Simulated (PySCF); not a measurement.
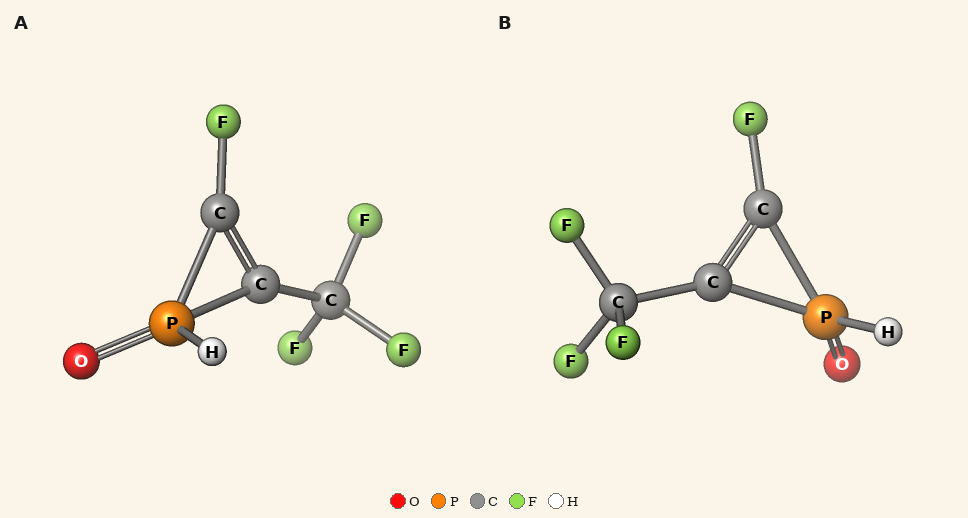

Depth is shown by fading: the farther an atom, the more it takes the colour of the background. The geometry was computed by an optimisation with GFN2-xTB. No frequency run is at hand to confirm it as a minimum.

### Can A be turned into B by a rotation alone?

No. They are enantiomers, mirror images that no rotation superimposes: A is O=[P@@H]1C(F)=C1C(F)(F)F (S), B is O=[P@H]1C(F)=C1C(F)(F)F (R). Their energies are equal.
